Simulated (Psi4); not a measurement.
AlH₂Br: property calculation

- system: AlH₂Br, SMILES [AlH2][Br]
- method: wB97M-V/def2-TZVPD, RKS (Psi4 1.11)

The geometry comes from this level: PBE0-D4/def2-TZVP.

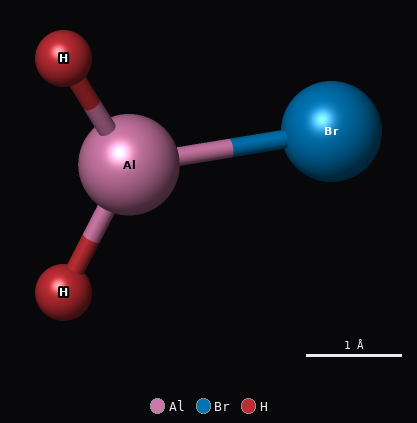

Fig. 1: The structure (ball-and-stick view, seen at a tilt). Sticks mark near contacts. Bond lengths as drawn: Al–Br 2.26 Å and Al–H 1.58 Å.

**Input file (input.dat)**
```
memory 1600 MB

molecule system {
  0 1
  Al    -0.148300    -0.064700    -0.110300
  Br     1.684900     0.496600     1.079700
  H     -0.561600    -1.584800    -0.139200
  H     -0.919700     1.092700    -0.850400
  units angstrom
  symmetry c1
}

set puream true
set scf_type pk
set dft_radial_points 15
set dft_spherical_points 26

e, wfn = energy('wb97m-v/def2-TZVPD', return_wfn=True)
oeprop(wfn, 'DIPOLE', 'QUADRUPOLE', 'MULLIKEN_CHARGES', 'LOWDIN_CHARGES')
```

Machine: 1 thread of Intel Xeon (Sapphire Rapids), 128 GiB of memory available, shared host.

Run as:
```bash
psi4 -i input.dat -o output.dat -n 1
```

**Log**
```
Psi4 1.11 release

   => Loading Basis Set <=

    Name: DEF2-TZVPD
    Role: ORBITAL
    Keyword: BASIS

         ---------------------------------------------------------
                                   SCF
                              RKS Reference
                        1 Threads,   1525 MiB Core
         ---------------------------------------------------------

  ==> Geometry <==

    Molecular point group: c1
    Full point group: C1

    Geometry (in Angstrom), charge = 0, multiplicity = 1:

       Center              X                  Y                   Z               Mass
    ------------   -----------------  -----------------  -----------------  -----------------
         AL          -1.329550355100    -0.407089936962    -0.863062133677    26.981538530000
         BR           0.503649644900     0.154210063038     0.326937866323    78.918337600000
         H           -1.742850355100    -1.927189936962    -0.891962133677     1.007825032230
         H           -2.100950355100     0.750310063038    -1.603162133677     1.007825032230

  Running in c1 symmetry.

  Rotational constants: A =      4.28723  B =      0.14804  C =      0.14309 [cm^-1]
  Rotational constants: A = 128528.01916  B =   4437.98018  C =   4289.85458 [MHz]
  Nuclear repulsion =  126.863328746982006

  Charge       = 0
  Multiplicity = 1
  Electrons    = 50
  Nalpha       = 25
  Nbeta        = 25

  ==> Algorithm <==

  SCF Algorithm Type is PK.
  DIIS enabled.
  MOM disabled.
  Fractional occupation disabled.
  Guess Type is SAD.
  Energy threshold   = 1.00e-06
  Density threshold  = 1.00e-06
  Integral threshold = 1.00e-12

  ==> Primary Basis <==

  Basis Set: DEF2-TZVPD
    Blend: DEF2-TZVPD
    Number of shells: 44
    Number of basis functions: 118
    Number of Cartesian functions: 132
    Spherical Harmonics?: true
    Max angular momentum: 3

  ==> DFT Potential <==

   => LibXC <=

    Version 7.1.2

   => Composite Functional: WB97M-V <=

    wB97M-V Hyb-GGA Exchange-Correlation Functional

    Deriv               =              1
    GGA                 =           TRUE
    Meta                =           TRUE

    Exchange Hybrid     =           TRUE
    MP2 Hybrid          =          FALSE

   => Exchange-Correlation Functionals <=

    1.0000   wB97M-V exchange-correlation functional

   => Exact (HF) Exchange <=

    0.8500            HF,LR [omega = 0.3000]
    0.1500               HF

   => LibXC Density Thresholds  <==

    XC_HYB_MGGA_XC_WB97M_V:  1.00E-13

   => VV10 Non-Local Parameters <=

    VV10 B              =     6.0000E+00
    VV10 C              =     1.0000E-02

   => Molecular Quadrature <=

    Radial Scheme          =       TREUTLER
    Pruning Scheme         =           NONE
    Nuclear Scheme         =       TREUTLER

    Blocking Scheme        =         OCTREE
    BS radius alpha        =              1
    Pruning alpha          =              1
    Radial Points          =             15
    Spherical Points       =             26
    Total Points           =           1544
    Total Blocks           =             25
    Max Points             =            166
    Max Functions          =            118
    Weights Tolerance      =       1.00E-15

  ==> Integral Setup <==

  Using in-core PK algorithm.
   Calculation information:
      Number of atoms:                   4
      Number of AO shells:              44
      Number of primitives:             85
      Number of atomic orbitals:       132
      Number of basis functions:       118

      Integral cutoff                 1.00e-12
      Number of threads:                 1

  Performing in-core PK
  Using 73952193 doubles for integral storage.
  We computed 448783 shell quartets total.
  Whereas there are 490545 unique shell quartets.

  Computing range-separated integrals for PK
  We computed 448783 wK shell quartets total.
  Whereas there are 490545 wK unique shell quartets.

  ==> DiskJK: Disk-Based J/K Matrices <==

    J tasked:                  Yes
    K tasked:                  Yes
    wK tasked:                 Yes
    Omega:               3.000E-01
    Memory [MiB]:             1132
    Schwarz Cutoff:          1E-12

  Cached 100.0% of DFT collocation blocks in 0.012 [GiB].

  Minimum eigenvalue in the overlap matrix is 7.0549937181E-04.
  Reciprocal condition number of the overlap matrix is 1.1478932799E-04.
    Using symmetric orthogonalization.

  ==> Pre-Iterations <==

  SCF Guess: Superposition of Atomic Densities via on-the-fly atomic UHF (no occupation information).

   -------------------------
    Irrep   Nso     Nmo
   -------------------------
     A        118     118
   -------------------------
    Total     118     118
   -------------------------

  ==> Iterations <==

                        Total Energy        Delta E     RMS |[F,P]|

   @RKS iter SAD: -2816.24713851924162   -2.81625e+03   0.00000e+00
   @RKS iter   1: -2817.89167216043143   -1.64453e+00   1.25023e-02 DIIS/ADIIS
   @RKS iter   2: -2817.99986481294991   -1.08193e-01   1.04314e-02 DIIS/ADIIS
   @RKS iter   3: -2818.20470292644222   -2.04838e-01   2.70254e-04 DIIS/ADIIS
   @RKS iter   4: -2818.20502698232713   -3.24056e-04   9.22803e-05 DIIS
   @RKS iter   5: -2818.20507516523048   -4.81829e-05   1.08800e-05 DIIS
   @RKS iter   6: -2818.20507800414816   -2.83892e-06   3.30511e-06 DIIS
   @RKS iter   7: -2818.20507824421702   -2.40069e-07   8.86001e-07 DIIS
  Energy and wave function converged.

  ==> Post-Iterations <==

   Electrons on quadrature grid:
      Ntotal   =   49.8519379204 ; deviation = -1.481e-01

    Orbital Energies [Eh]
    ---------------------

    Doubly Occupied:

       1A   -484.396128     2A    -62.457516     3A    -56.381026
       4A    -56.380240     5A    -56.379860     6A    -56.330695
       7A     -8.880687     8A     -6.709833     9A     -6.701445
      10A     -6.699997    11A     -4.315880    12A     -2.847294
      13A     -2.843174    14A     -2.838045    15A     -2.743299
      16A     -2.733639    17A     -2.732478    18A     -2.730306
      19A     -2.730253    20A     -0.884932    21A     -0.539968
      22A     -0.435010    23A     -0.434200    24A     -0.407971
      25A     -0.385783

    Virtual:

      26A     -0.006914    27A      0.023764    28A      0.037537
      29A      0.052570    30A      0.058724    31A      0.058756
      32A      0.062850    33A      0.087220    34A      0.104688
      35A      0.110346    36A      0.129883    37A      0.142920
      38A      0.166278    39A      0.172087    40A      0.198610
      41A      0.208717    42A      0.211184    43A      0.211982
      44A      0.215272    45A      0.223537    46A      0.247919
      47A      0.262487    48A      0.276760    49A      0.312588
      50A      0.325120    51A      0.345140    52A      0.347239
      53A      0.374392    54A      0.377216    55A      0.382284
      56A      0.389065    57A      0.447052    58A      0.466816
      59A      0.485463    60A      0.490159    61A      0.546634
      62A      0.549646    63A      0.552973    64A      0.569819
      65A      0.579691    66A      0.625985    67A      0.655942
      68A      0.692023    69A      0.697012    70A      0.832326
      71A      0.853728    72A      0.888156    73A      0.899473
      74A      0.901627    75A      0.922877    76A      0.944154
      77A      0.975843    78A      0.979780    79A      0.992839
      80A      1.014354    81A      1.081544    82A      1.178635
      83A      1.593715    84A      1.600981    85A      1.606139
      86A      1.606294    87A      1.608216    88A      1.630199
      89A      1.635170    90A      1.679665    91A      1.679851
      92A      1.771959    93A      1.808252    94A      1.819682
      95A      1.835564    96A      1.868906    97A      1.905654
      98A      1.913911    99A      1.926708   100A      2.084241
     101A      2.161374   102A      2.173286   103A      2.246708
     104A      2.288267   105A      2.396865   106A      2.553330
     107A      2.822686   108A      2.905123   109A      4.271954
     110A      4.275735   111A      4.295128   112A      4.329497
     113A      4.338954   114A      7.606261   115A      7.830348
     116A      9.348410   117A      9.576396   118A      9.667985

    Final Occupation by Irrep:
              A
    DOCC [    25 ]
    NA   [    25 ]
    NB   [    25 ]

  @RKS Final Energy: -2818.20507824421702

   => Energetics <=

    Nuclear Repulsion Energy =            126.8633287469820061
    One-Electron Energy =               -4174.1122231243207352
    Two-Electron Energy =                1317.0133318784439780
    DFT Exchange-Correlation Energy =     -88.1792868560618786
    Empirical Dispersion Energy =           0.0000000000000000
    VV10 Nonlocal Energy =                  0.2097711107399602
    Total Energy =                      -2818.2050782442170203

Computation Completed

Properties will be evaluated at   0.000000,   0.000000,   0.000000 [a0]

Properties computed using the SCF density matrix

 Multipole Moments:

 ------------------------------------------------------------------------------------
     Multipole            Electronic (a.u.)      Nuclear  (a.u.)        Total (a.u.)
 ------------------------------------------------------------------------------------

 L = 1.  Multiply by 2.5417464519 to convert [e a0] to [Debye]
 Dipole X            :          6.1900854           -6.6144529           -0.4243675
 Dipole Y            :          1.8952572           -2.0252135           -0.1299563
 Dipole Z            :          4.0181673           -4.2936594           -0.2754921
 Magnitude           :                                                    0.5223718

 ------------------------------------------------------------------------------------

	total time  =         22 seconds =       0.37 minutes

Properties will be evaluated at   0.000000,   0.000000,   0.000000 [a0]
OEProp: No title given, name of density matrix used for the following properties is 'SCF density'

 Multipole Moments:

 ------------------------------------------------------------------------------------
     Multipole            Electronic (a.u.)      Nuclear  (a.u.)        Total (a.u.)
 ------------------------------------------------------------------------------------

 L = 1.  Multiply by 2.5417464519 to convert [e a0] to [Debye]
 Dipole X            :          6.1900854           -6.6144529           -0.4243675
 Dipole Y            :          1.8952572           -2.0252135           -0.1299563
 Dipole Z            :          4.0181673           -4.2936594           -0.2754921
 Magnitude           :                                                    0.5223718

 L = 2.  Multiply by 1.3450342976 to convert [e a0^2] to [Debye ang]
 Quadrupole XX       :       -163.8965355          140.3781207          -23.5184148
 Quadrupole XY       :        -41.0356499           41.1994442            0.1637944
 Quadrupole XZ       :        -92.3585677           91.4306686           -0.9278991
 Quadrupole YY       :        -52.2847349           25.9392903          -26.3454446
 Quadrupole YZ       :        -23.6344735           24.4552998            0.8208263
 Quadrupole ZZ       :        -82.9870761           59.9589262          -23.0281499
 Traceless XX        :        -64.1737533           64.9526750            0.7789217
 Traceless YY        :         47.4380473          -49.4861554           -2.0481082
 Traceless ZZ        :         16.7357061          -15.4665196            1.2691865

 ------------------------------------------------------------------------------------
  Mulliken Charges: (a.u.)
   Center  Symbol    Alpha    Beta     Spin     Total
       1    AL     6.25775  6.25775  0.00000  0.48449
       2    BR    17.63565 17.63565  0.00000 -0.27130
       3     H     0.55330  0.55330  0.00000 -0.10660
       4     H     0.55330  0.55330  0.00000 -0.10660

   Total alpha = 25.00000, Total beta = 25.00000, Total charge =  0.00000

  Lowdin Charges: (a.u.)
   Center  Symbol    Alpha    Beta     Spin     Total
       1    AL     6.43044  6.43044  0.00000  0.13911
       2    BR    17.41537 17.41537  0.00000  0.16925
       3     H     0.57709  0.57709  0.00000 -0.15418
       4     H     0.57709  0.57709  0.00000 -0.15418

  Total alpha = 25.00000, Total beta = 25.00000, Total charge =  0.00000

    Psi4 run time: 0:00:22.19
```

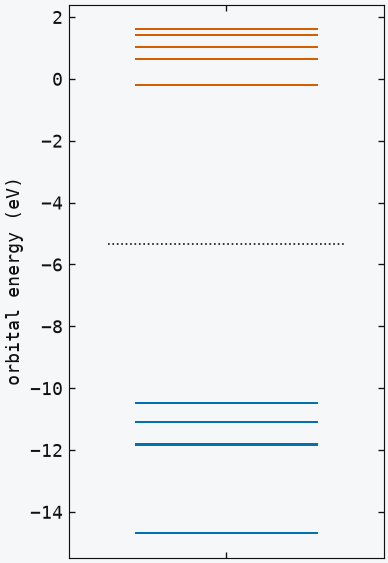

Fig. 2: Orbital energies near the frontier; the dotted line parts filled from empty levels, and levels within 0.02 eV of each other stand side by side. Highest filled −10.50 eV, lowest empty −0.19 eV, 10.31 eV apart.

**Results in brief**

- outcome: converged
- total energy: −2818.205078 hartree
- basis functions: 118
- HOMO: −10.50 eV
- LUMO: −0.19 eV
- dipole moment: 1.33 D
- wall time: 24 s
- peak memory: 0.79 GiB

**Notes**

These settings are looser than, or depart from, a standard set-up, so the numbers are not reference values for this system.
